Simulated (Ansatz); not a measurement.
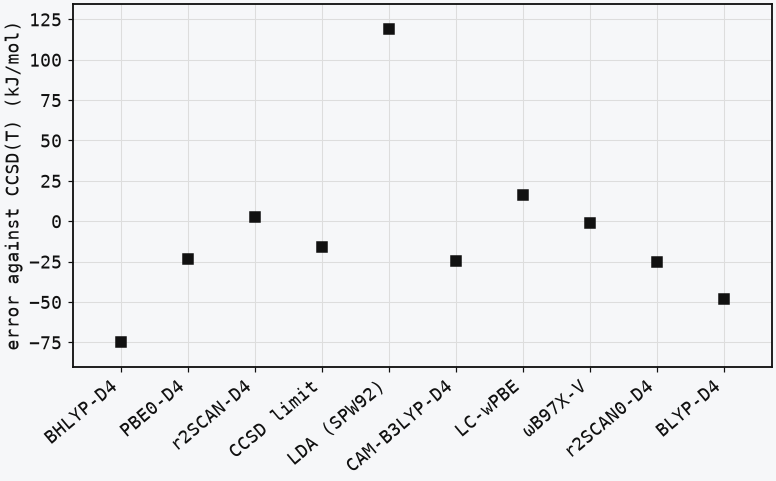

Error in the electronic atomisation energy (method less reference, so positive means overbinding) of ZnClF, SMILES [F][Zn][Cl], singlet: functionals in def2-TZVPP against frozen-core CCSD(T) at the limit (MP2 extrapolated from triple and quadruple zeta, plus CCSD(T) less MP2 in a smaller set), which gives 736.0 kJ/mol, at a PBE0-D4/def2-TZVP geometry (a minimum by its frequencies), no zero-point or spin-orbit term, the Ansatz code. The reference leaves out core correlation, a term that grows with the number of heavy atoms. Choice of cores on heavy atoms: Zn/Cu 3s3p. No dispersion term is added to LC-wPBE. Limit means the basis limit.

Which of these levels overbind, and which underbind?

Answer. Overbind: LDA (SPW92) and LC-wPBE. Underbind: BHLYP-D4, PBE0-D4, CCSD limit, CAM-B3LYP-D4, r2SCAN0-D4 and BLYP-D4. Within 15 kJ/mol of zero, too close to call in view of what the reference leaves out: r2SCAN-D4 and ωB97X-V.

Give the values.

Answer.
```csv
level,kJ/mol
BHLYP-D4,−74.7
PBE0-D4,−23.3
r2SCAN-D4,2.3
CCSD limit,−15.9
LDA (SPW92),118.9
CAM-B3LYP-D4,−24.6
LC-wPBE,16.5
ωB97X-V,−0.9
r2SCAN0-D4,−25.1
BLYP-D4,−48.4
```

Caveats, for all or some of the runs: no scalar relativity up to krypton.
